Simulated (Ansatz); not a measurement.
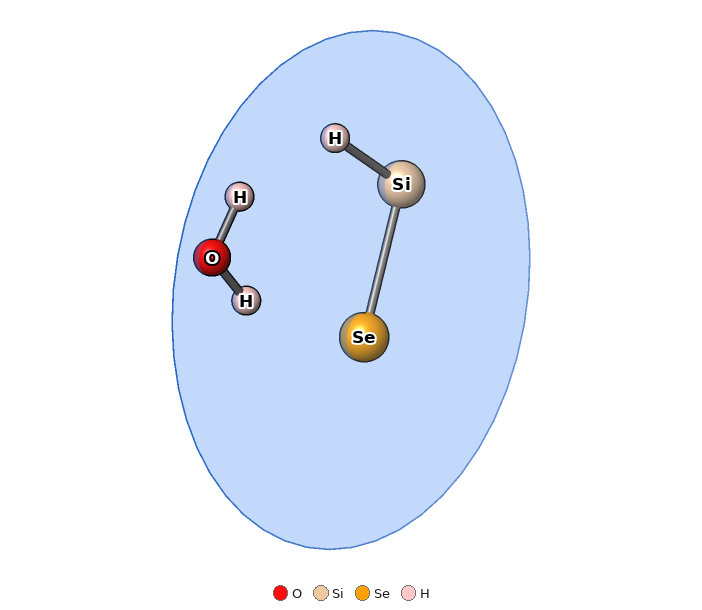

All proper rotation axes (lines) and mirror planes (discs) of the structure are drawn in. Depth is shown by fading: the farther an atom, the more it takes the colour of the background. The species has charge −1 and is a spin singlet. Computed geometry: PBE0-D4/def2-TZVPD optimisation. No frequency run is at hand to confirm it as a minimum.

Question: Name the symmetry elements and the point group.

Answer: It has 1 mirror plane. Point group Cs. The group has 2 operations. The geometry is achiral, and symmetry allows a dipole moment.
